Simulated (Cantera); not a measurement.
Feed: 1 mol H2O, 0.13 mol O2, held at 2525 °C.

Equilibrium computed with Cantera from the NASA thermochemical tables; the gas is ideal and each condensed phase is pure. Candidate condensed phases: H2O; 9 gas species. The ideal-gas law is rough above about 30 bar. The numbers say what is thermodynamically allowed, not how fast it happens.

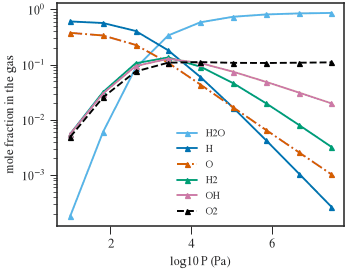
Figure. Equilibrium gas composition (values under 1e-9 drawn at 1e-9)

Problem. Read off the mole fractions at 3.00e7 Pa.

Solution. H2O about 0.86, O2 about 0.11, OH about 0.020, H2 about 0.0033, O about 0.0010, H about 0.00027.
